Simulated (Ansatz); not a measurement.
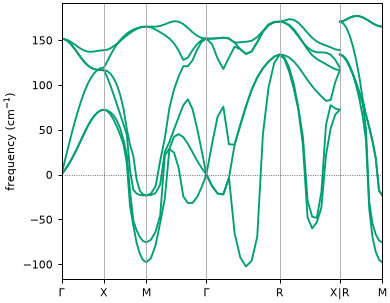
Fig. 1. Phonon dispersion of SiGe (CsCl type, Pm-3m), plane-wave PAW LDA (Ansatz code); imaginary frequencies are drawn negative

Question: Is this phase dynamically stable?

Answer: No: a branch reaches about 100i cm⁻¹ near R.

Question: How high does the spectrum reach?

Answer: About 180 cm⁻¹ (5.3 THz).

A made-up cell: these elements were put on the sites of a structure type; neither database checked (COD, Materials Project) lists it. Whether it is the stable phase at ambient conditions was not checked. The LDA relaxation kept the symmetry of its start. At this level the phase is dynamically unstable (imaginary phonons). As this level gives no gap, phonon frequencies hold no LO–TO term and depend on the k-mesh and smearing (Fermi–Dirac, 0.1 eV here).

Potentials: the later of the program's two PAW sets.
